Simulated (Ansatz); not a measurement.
# AlNi (Pm-3m): thermal expansion from first principles

How much does AlNi expand with temperature?

Experimental results on record:
- heat capacity C_P per formula unit 45.9 J/mol/K near room temperature (given in “High-Throughput Prediction of Finite-Temperature Properties using the Quasi-Harmonic Approximation”, 2016, arXiv:1603.06924)

Main program and level: Ansatz 0.2.0; DFT PBEsol, scalar-relativistic, plane waves, PAW, in the first sound run; inputs show where later runs differ.

The database entry behind the starting cell differs from later determinations by our own check (about 0.2 % short), so it need not match the best structure at ambient conditions.

## (1) The structure

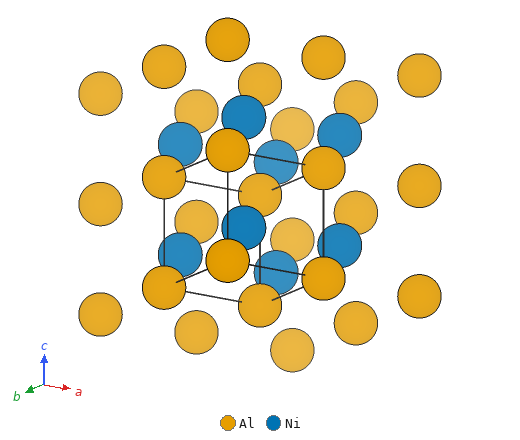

Start, viewed from a free direction; aluminium orange, nickel blue. 2×2×2 cells are drawn. Some periodic images of atoms are drawn too.

## (2) Probe on a coarse mesh

A cheap single point shows whether the cell is a metal or an insulator and how far it is from rest; that sets the k-mesh and the occupations of what follows.

The input, input.yaml:

```yaml
crystal:
  lattice:
    - [2.881, 0.0, 0.0]
    - [0.0, 2.881, 0.0]
    - [0.0, 0.0, 2.881]
  atoms:
    - { symbol: Al, position: [0.0, 0.0, 0.0] }
    - { symbol: Ni, position: [0.5, 0.5, 0.5] }
kpoints:
  mp_grid: { grid: [6, 6, 6] }
hamiltonian:
  xc: pbesol
scf:
  occupations: { method: gaussian, width: 0.1 }
  lower_state_search: "off"
output:
  forces: true
  stress: true
  eigenvalues: true
```

Started as:

```
$ ansatz run input.yaml --threads 8 --pin off --max-ram 16384MiB --backend cpu --events-out ev --progress --plain --runs-dir out
```

Numbers of over 12 decimals in the logs are rounded to 6 here.

Log:

```text
Engine: ansatz 0.2.0, aarch64-unknown-linux-gnu
Pseudopotentials: kind: paw
Pseudopotential: Al, paw, valence charge 3, recommended cutoff 420 eV (normal), Al.paw.azcp
Pseudopotential: Ni, paw, valence charge 18, recommended cutoff 420 eV (normal), Ni.paw.azcp
Functional definition: PBEsol
  exchange = pbesol_x
  correlation = pbesol_c
Crystal: 2 atoms, lattice volume = 23.913 Å³
Basis set: ecut = 420 eV, 461 PW (Γ), exchange–correlation on 40×40×40 points (8 copies of the dense FFT grid, shifted against one another)
Bands: 15, of which v1, the nominal top of the filled ones, is band 11 counted from 1 (10 counted from 0)
Symmetry: 48 space group operations
Space group: Pm-3m (ITA 221), of the structure as read, at distance tolerance 2.9e-5 Å
k-points: 20 of 216
Non-local potential: Al, projectors of the file, l = 0: 2, l = 1: 2, l = 2: 1
Non-local potential: Ni, projectors of the file, l = 0: 3, l = 1: 2, l = 2: 3, l = 3: 1
PAW form: soft (Blöchl's): semilocal exchange-correlation on the pseudo side does not see the compensation charge
PAW frozen core: Al, regenerated for the run's functional, and the local potential with it (the file was generated under x = pbe(κ = 0.804, μ = 0.219515), c = pbe(β = 0.066725))
PAW frozen core: Ni, regenerated for the run's functional, and the local potential with it (the file was generated under x = pbe(κ = 0.804, μ = 0.219515), c = pbe(β = 0.066725))
PAW one-centre angular grid: Al, 110 points (default); XC on 64 Gauss nodes
PAW one-centre angular grid: Ni, 590 points (default); XC on 64 Gauss nodes
Initial density: superposition of atomic densities (neutral atoms: chi_scale 0, normalization atom), corrected by the library's trained network
Initial wavefunctions: pseudopotential atomic-orbital guess
Functional: x = pbesol(κ = 0.804, μ = 0.123457), c = pbesol(β = 0.046)
SCF iter   1: F=—  HF=-6330.841104 eV  |F-HF|=—  |Δ(HF+E_count)|=         —  Δρ=2.01e-2  dr2=5.80e-2  ethr=1.77e-3  ⟨swp⟩=4.8  Hψ=1385  notcnv=0
preconditioner: auto → none  [insulator: Δε(μ)=0.294 eV  Ē_g=9.640 eV  σ=0.100 eV  W_gap=0.57  n_scr=6 (ndim 8)  ℏωp=27.4 eV  f_vac=0.000  D(μ)=1.43/eV (n_scr^D=18)  ε∞_Penn≈9.1]
SCF iter   2: F=—  HF=-6330.833469 eV  |F-HF|=—  |Δ(HF+E_count)|=   7.63e-3  Δρ=3.21e-3  dr2=2.07e-3  ethr=2.76e-4  ⟨swp⟩=1.9  Hψ=530  notcnv=0  defer=6
SCF iter   3: F=—  HF=-6330.833249 eV  |F-HF|=—  |Δ(HF+E_count)|=   2.20e-4  Δρ=1.04e-3  dr2=2.16e-4  ethr=9.85e-6  ⟨swp⟩=1.1  Hψ=296  notcnv=0  defer=7
SCF iter   4: F=—  HF=-6330.833229 eV  |F-HF|=—  |Δ(HF+E_count)|=   2.07e-5  Δρ=3.96e-5  dr2=9.92e-8  ethr=1.03e-6  ⟨swp⟩=1.4  Hψ=318  notcnv=0  defer=7
SCF iter   5: F=—  HF=-6330.833219 eV  |F-HF|=—  |Δ(HF+E_count)|=   9.59e-6  Δρ=1.05e-5  dr2=3.59e-8  ethr=4.72e-10  ⟨swp⟩=2.1  Hψ=511  notcnv=0  defer=7
SCF iter   6: F=-6330.833219 eV  HF=-6330.833219 eV  |F-HF|=4.26e-10  |Δ(HF+E_count)|=   7.95e-9  Δρ=1.24e-6  dr2=5.78e-10  ethr=1.71e-10  ⟨swp⟩=3.3  Hψ=1021  notcnv=0
SCF 1 converged in 6 iterations: F = -6330.833219 eV  dr2 = 5.78e-10
  greatest PAW one-centre occupation: 1.001 electrons in one spin orbital (limit 2), on the Ni atom at site 1 (counted from 0), in its partial waves of l = 1
SCF converged after 6 iterations
Free energy (F): -6330.833219 eV
Harris-Foulkes:  -6330.833219 eV  (|F-HF|=4.26e-10)
Internal energy: -6330.825977 eV  (E = F + TS)
E sigma→0 (E₀):  -6330.829598 eV
Entropy (-TS):   -0.007242 eV (-3.621 meV/atom)
Fermi energy:    13.895620 eV
--- Per-component energies (eV) ---
  E_band       = -337.788262
  E_kinetic    = 311.318324
  E_local      = -4445.961482  (includes V_loc(G=0)·N_el)
  E_nonlocal   = 648.692843
  E_hartree    = 1910.851053
  E_xc         = -125.557258
  E_vxc        = -140.686827  (∫ρ·V_xc dr)
  E_paw        = -2052.771973  (= ΣΔE_a)
  E_vpaw       = -532.855259  (= ΣTr[D̂ρ^β])
  E_aug_tail   = 0.000464  (compensation charges beyond the density's cutoff)
  E_ewald      = -2577.614375
  E_core_change = 0.216428  (= ΣΔE_core)
  E_smearing   = -0.007242  (= −TS)
  E_closure    = -0.000000  (closes the sum)
  Σ components = -6330.833219   (vs F -6330.833219, Δ=0.00e0)
--- Forces (eV/Å), atoms counted from 1 ---
  atom   1  Al    -0.00000000     0.00000000    -0.00000000
  atom   2  Ni     0.00000000     0.00000000    -0.00000000
  max |Σ_I F_I| component: 9.99e-29 eV/Å
--- Stress (GPa, compression-positive) ---
       -2.990155       0.000000       0.000000
        0.000000      -2.990155       0.000000
        0.000000       0.000000      -2.990155
  P = ⅓ Tr σ = -2.9902 GPa (-29.902 kbar)
--- Band table (eV; the first three rows and the last of 20) ---
  k-point 0: bands = [... 7 lower, 12.2996, 12.2996, 12.2996, 19.3223, 19.3223, 19.3223, 21.9639, 21.9639]
  k-point 1: bands = [... 7 lower, 12.0992, 12.0992, 12.3219, 16.2385, 19.9757, 19.9757, 21.9908, 24.4382]
  k-point 2: bands = [... 7 lower, 11.7473, 11.7473, 12.3668, 13.6885, 21.6988, 21.6988, 22.0576, 26.3635]
  k-point 19: bands = [... 7 lower, 12.8585, 12.8585, 15.7958, 15.7958, 15.7958, 17.5639, 18.3266, 18.3266]
```

It took 0.35 s on 8 threads of Arm Neoverse V1, shared host; peak memory 0.28 GiB; 1.1 s of CPU time.

Reading the cycles: dr2 is the Hartree energy of the density residual (eV), the measure of convergence; HF is the Harris–Foulkes estimate of the energy, which meets the free energy F at convergence.

This run has no spin polarisation, although Ni can carry a moment.

Numbers from this step:

* pressure: -2.990 GPa
* volume per atom: 11.96 Å³/atom
* gap on the k-mesh: 0 eV

The start is under -3.0 GPa at this level and looks like a metal on this mesh.

## (3) Finding the static equilibrium

Phonons are second derivatives about a minimum, so cell and atoms are relaxed first, inside the symmetry of the start.

input.yaml, the sections that differ from step 2:

```yaml
kpoints:
  mp_grid: { grid: [14, 14, 14] }
output:
  forces: true
  stress: true
  eigenvalues: true
  write_density: true
  write_potential: true
  elf: true
  volumetric_format: npy
relax:
  adjacent_minimum: "off"
  f_tol: 0.005
  max_steps: 80
  cell: { stress_tol: 0.05 }
# crystal, hamiltonian, scf: as in step 2
```

Log:

```text
[...]
Crystal: 2 atoms, lattice volume = 23.913 Å³
Basis set: ecut = 420 eV, 461 PW (Γ), exchange–correlation on 40×40×40 points (8 copies of the dense FFT grid, shifted against one another)
Bands: 15, of which v1, the nominal top of the filled ones, is band 11 counted from 1 (10 counted from 0)
Symmetry: 48 space group operations
[...]
k-points: 120 of 2744
[...]
SCF iter   1: F=—  HF=-6330.865888 eV  |F-HF|=—  |Δ(HF+E_count)|=         —  Δρ=1.84e-2  dr2=4.73e-2  ethr=1.77e-3  ⟨swp⟩=4.7  Hψ=8209  notcnv=0
[...]
SCF iter   6: F=-6330.859458 eV  HF=-6330.859458 eV  |F-HF|=1.07e-10  |Δ(HF+E_count)|=   1.53e-9  Δρ=7.41e-7  dr2=1.15e-10  ethr=1.40e-10  ⟨swp⟩=6.3  Hψ=9710  notcnv=0
SCF 1 converged in 6 iterations: F = -6330.859458 eV  dr2 = 1.15e-10
[...]
relax step   1: F+E_penalty+E_count = -6330.85945793 eV  Δ(F+E_penalty+E_count) = +0.000e0 eV  max|allowed force component| = 7.192e-29 eV/Å  Δτ_max = 0.0000 Å  P = -3.231 GPa  Ω = 23.913 Å³  (6 SCF iters, dr2 threshold 1.00e-7 eV, accepted)
Crystal: 2 atoms, lattice volume = 23.630 Å³
[...]
iter 1 solved again at ethr=1.84e-6 eV; its pass at ethr=3.10e-3 eV (dr2=3.87e-4 eV) is discarded
[...]
SCF iter   6: F=-6330.863568 eV  HF=-6330.863568 eV  |F-HF|=1.82e-12  |Δ(HF+E_count)|=  6.37e-12  Δρ=2.59e-8  dr2=1.20e-13  ethr=1.00e-12  ⟨swp⟩=4.2  Hψ=7925  notcnv=0
SCF 2 converged in 6 iterations: F = -6330.863568 eV  dr2 = 1.20e-13
relax step   2: F+E_penalty+E_count = -6330.86356790 eV  Δ(F+E_penalty+E_count) = -4.110e-3 eV  max|allowed force component| = 5.292e-30 eV/Å  Δτ_max = 0.0000 Å  P = -1.283 GPa  Ω = 23.630 Å³  energy of the carried Pulay correction = +1.030e-4 eV  (6 SCF iters, dr2 threshold 2.00e-7 eV, accepted)
Crystal: 2 atoms, lattice volume = 23.447 Å³
[...]
SCF iter   6: F=-6330.864348 eV  HF=-6330.864348 eV  |F-HF|=3.64e-12  |Δ(HF+E_count)|=  1.18e-11  Δρ=8.36e-8  dr2=7.66e-13  ethr=1.00e-12  ⟨swp⟩=4.2  Hψ=7989  notcnv=0
SCF 3 converged in 6 iterations: F = -6330.864348 eV  dr2 = 7.66e-13
relax step   3: F+E_penalty+E_count = -6330.86434759 eV  Δ(F+E_penalty+E_count) = -7.797e-4 eV  max|allowed force component| = 5.308e-30 eV/Å  Δτ_max = 0.0000 Å  P = +0.042 GPa  Ω = 23.447 Å³  energy of the carried Pulay correction = +1.701e-4 eV  (6 SCF iters, dr2 threshold 2.00e-7 eV, accepted)
[...]
SCF iter   6: F=-6330.864184 eV  HF=-6330.864184 eV  |F-HF|=1.82e-12  |Δ(HF+E_count)|=  1.82e-12  Δρ=9.89e-9  dr2=2.32e-14  ethr=1.00e-12  ⟨swp⟩=3.1  Hψ=6541  notcnv=0
SCF 4 converged in 6 iterations: F = -6330.864184 eV  dr2 = 2.32e-14
relax step   4: F+E_penalty+E_count = -6330.86418373 eV  Δ(F+E_penalty+E_count) = +1.639e-4 eV  max|allowed force component| = 5.670e-31 eV/Å  Δτ_max = 0.0000 Å  P = +0.036 GPa  Ω = 23.447 Å³  stress off target by 3.61e-2 GPa  SCF on the basis re-selected at this cell (its energy is not comparable with the rows above)  (6 SCF iters)
basis re-selected at this cell: Δ(F+E_penalty+E_count) = +1.639e-4 eV, ΔP = -0.006 GPa vs the last step (what re-selecting the basis moved, of the pressure what is left beyond the Pulay correction that the steps carried, after the strain that the cell walked since its last selection, with what the two solves' SCF thresholds leave and, on support functions, any second-order correction that the steps lacked; it is no m [...]
SCF converged after 6 iterations
Free energy (F): -6330.864184 eV
[...]
Internal energy: -6330.859096 eV  (E = F + TS)
E sigma→0 (E₀):  -6330.861640 eV
Entropy (-TS):   -0.005088 eV (-2.544 meV/atom)
Fermi energy:    14.164011 eV
[...]
--- Stress (GPa, compression-positive) ---
        0.036099       0.000000       0.000000
        0.000000       0.036099       0.000000
        0.000000       0.000000       0.036099
  P = ⅓ Tr σ = 0.0361 GPa (0.361 kbar)
--- Band table (eV; the first three rows and the last of 120) ---
  k-point 0: bands = [... 7 lower, 12.6177, 12.6177, 12.6177, 19.7445, 19.7445, 19.7445, 22.3693, 22.3693]
  k-point 1: bands = [... 7 lower, 12.5752, 12.5752, 12.6223, 18.7601, 19.8706, 19.8706, 22.3726, 23.2591]
  k-point 2: bands = [... 7 lower, 12.4605, 12.4605, 12.6351, 17.1522, 20.2367, 20.2367, 22.3824, 24.5404]
  k-point 119: bands = [... 7 lower, 13.1947, 13.1947, 16.1205, 16.1205, 16.1205, 18.0723, 18.7586, 18.7586]
--- Relaxed structure (3 steps of the walk, 3 accepted, 1 SCFs on fresh bases) ---
  F+E_penalty+E_count = -6330.86418373 eV   max|allowed force component| = 5.670e-31 eV/Å   (the final SCF, on the basis selected at the relaxed cell)
  cell:  # Å, volume = 23.4468 Å³
    - [2.862166, 0.0, 0]
    - [0, 2.862166, 0.0]
    - [0, 0.0, 2.862166]
  atoms:
    - { symbol: Al, position: [0, 0, 0] }
    - { symbol: Ni, position: [0.5, 0.5, 0.5] }
```

Elapsed: 2.2 s, on 8 threads; peak memory 0.37 GiB.

The steps of the relaxation:

```
step  energy less that of the first step (eV)  largest force component (eV/Å)  pressure (GPa)  volume (Å³)
   1                                   0.0000                          0.0000           -3.23        23.91
   2                                  -0.0041                          0.0000           -1.28        23.63
   3                                  -0.0049                          0.0000            0.04        23.45
  4*                                  -0.0047                          0.0000            0.04        23.45
```

Relaxation steps marked * repeat the geometry before them on a plane-wave basis chosen anew for their cell, so energy and pressure can jump there.

Forces are held to the 48 operations that the run works with; a distortion that breaks them can't arise in this run.

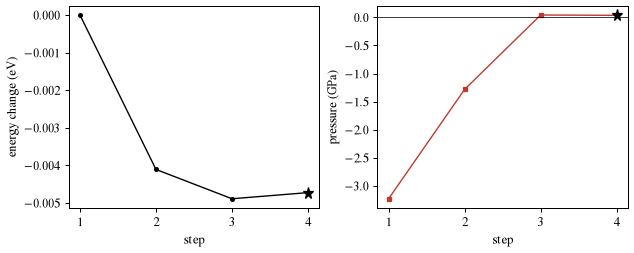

Energy and pressure along the relaxation. Stars mark steps on a basis chosen anew.

| conventional cell, symmetrised | before | after | change |
| --- | --- | --- | --- |
| a (Å) | 2.881 | 2.862 | -0.7 % |
| b (Å) | 2.881 | 2.862 | -0.7 % |
| c (Å) | 2.881 | 2.862 | -0.7 % |
| volume (Å³/atom) | 11.96 | 11.72 | -1.9 % |

Final coordinates:

```cif
data_structure
_symmetry_space_group_name_H-M 'P 1'
_symmetry_Int_Tables_number 1
_cell_length_a 2.8622
_cell_length_b 2.8622
_cell_length_c 2.8622
_cell_angle_alpha 90.000
_cell_angle_beta 90.000
_cell_angle_gamma 90.000
_cell_volume 23.45
loop_
_atom_site_label
_atom_site_type_symbol
_atom_site_fract_x
_atom_site_fract_y
_atom_site_fract_z
_atom_site_occupancy
Al1 Al 0.00000 0.00000 0.00000 1
Ni2 Ni 0.50000 0.50000 0.50000 1
```

This step gave:

```
pressure        : 0.03610 GPa
volume per atom : 11.72 Å³/atom
```

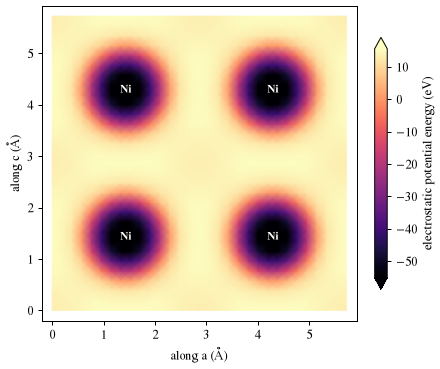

Electrostatic potential energy in the ac plane at fractional y = 0.500, with atoms of Ni within 0.2 Å of it. With pseudopotentials it is smooth inside the atoms' cores, unlike the true potential.

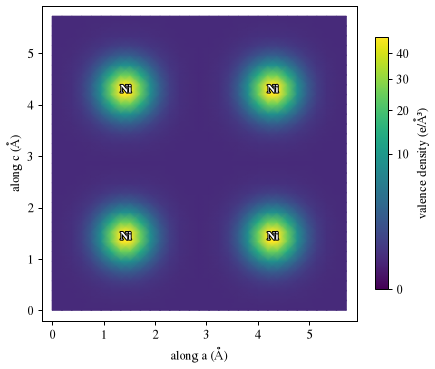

Valence density in the ac plane at fractional y = 0.500, with atoms of Ni within 0.2 Å of it. It is the smooth field of the valence electrons, not physical close to the nuclei. The colour scale is stretched toward low values.

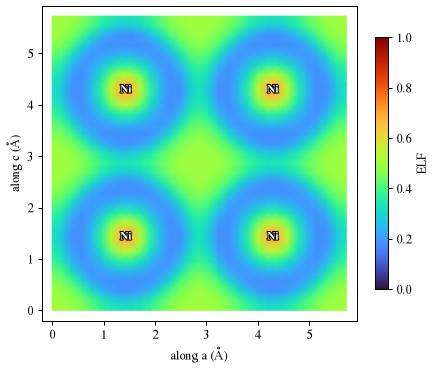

ELF in the ac plane at fractional y = 0.500, with atoms of Ni within 0.2 Å of it. It is the smooth field of the valence electrons, not physical close to the nuclei.

The relaxation ends with a pressure of 0.04 GPa.

## (4) Tight relaxation

The relaxation is repeated with tighter thresholds on force and stress, since phonons are sensitive to what is left; a change of mesh or smearing in the input moves the cell too.

The input, input.yaml:

```yaml
crystal:
  lattice:
    - [2.8621655257, 0.0, 0.0]
    - [0.0, 2.8621655257, 0.0]
    - [0.0, 0.0, 2.8621655257]
  atoms:
    - { symbol: Al, position: [0.0, 0.0, 0.0] }
    - { symbol: Ni, position: [0.5, 0.5, 0.5] }
kpoints:
  mp_grid: { grid: [16, 16, 16] }
hamiltonian:
  xc: pbesol
scf:
  occupations: { method: methfessel_paxton, width: 0.2 }
  lower_state_search: "off"
output:
  forces: true
  stress: true
  eigenvalues: true
relax:
  adjacent_minimum: "off"
  f_tol: 0.001
  max_steps: 60
  cell: { stress_tol: 0.01 }
```

Log:

```text
[...]
Crystal: 2 atoms, lattice volume = 23.447 Å³
Basis set: ecut = 420 eV, 461 PW (Γ), exchange–correlation on 40×40×40 points (8 copies of the dense FFT grid, shifted against one another)
Bands: 15, of which v1, the nominal top of the filled ones, is band 11 counted from 1 (10 counted from 0)
Symmetry: 48 space group operations
[...]
k-points: 165 of 4096
[...]
k-point 164: bands = [... 7 lower, 13.2014, 13.2014, 16.1234, 16.1234, 16.1234, 18.0750, 18.7631, 18.7631]
--- Relaxed structure (3 steps of the walk, 3 accepted, 1 SCFs on fresh bases) ---
[...]
cell:  # Å, volume = 23.4433 Å³
    - [2.862022, 0, 0]
    - [0, 2.862022, 0]
    - [0, 0, 2.862022]
  atoms:
    - { symbol: Al, position: [0, 0, 0] }
    - { symbol: Ni, position: [0.5, 0.5, 0.5] }
[key lines of the parts left out:]
SCF converged after 8 iterations
Free energy (F): -6330.863873 eV
Fermi energy:    14.191499 eV
P = ⅓ Tr σ = -0.0002 GPa (-0.002 kbar)
```

Elapsed: 2.4 s, on 8 threads; peak memory 0.39 GiB.

Little changed from the start: no atom moved by 0.005 Å and no cell edge by 0.1 %.

Numbers from this step:

| Quantity | Value |
| --- | --- |
| pressure | -1.69e-4 GPa |

The residual pressure is -1.7e-4 GPa, small enough for phonons.

(Part 1 of 4 ends here.)

[Logs are printed without paths, hosts, clocks, repeated set-up lines and the standing remarks that a program may print on its own settings, such as how far it seeks lower states.]

[Hosts, paths, dates, database ids (printed as entryN), source tags and the programs' standing remarks are cut or masked in the printed files.]

[A step with changed settings may run another functional than the one named; its input shows which.]
